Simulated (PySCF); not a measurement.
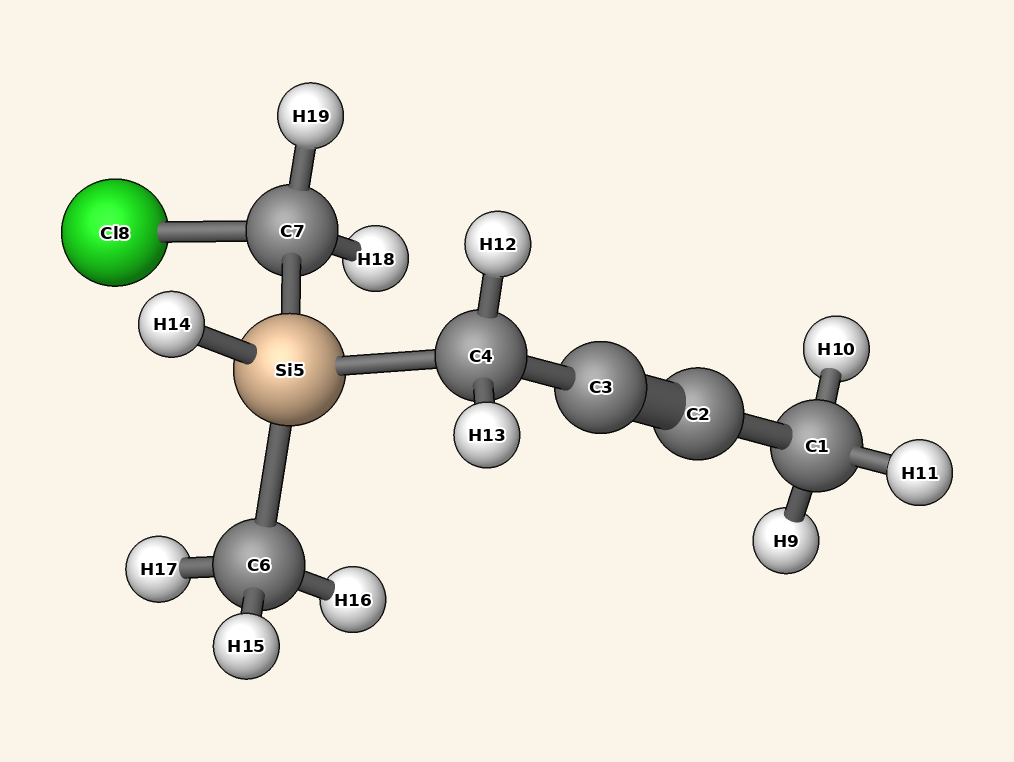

The thickness of each stick grows with its Mayer bond order. The geometry was computed by an optimisation with GFN2-xTB. No frequency run is at hand to confirm it as a minimum. Method: PBE0/pcSseg-1 (PySCF 2.14.0).

> Which bond between heavy atoms has the highest Mayer bond order?

C2–C3, 2.61, at a length of 1.199 Å.

List the Mayer bond orders of C1–C2, C2–C3, C3–C4, C4–Si5, Si5–C6, Si5–C7, C7–Cl8 (bonds between heavy atoms, one of each equivalent set).

```csv
bond,Mayer order,length (Å)
C1–C2,1.23,1.448
C2–C3,2.61,1.199
C3–C4,1.14,1.446
C4–Si5,0.85,1.917
Si5–C6,0.99,1.896
Si5–C7,0.84,1.917
C7–Cl8,0.96,1.785
```

The geometry is semi-empirical. Around Si such bond lengths and angles can be off by a tenth of an ångström or more and by several degrees, and values that hang on the shape move with them.
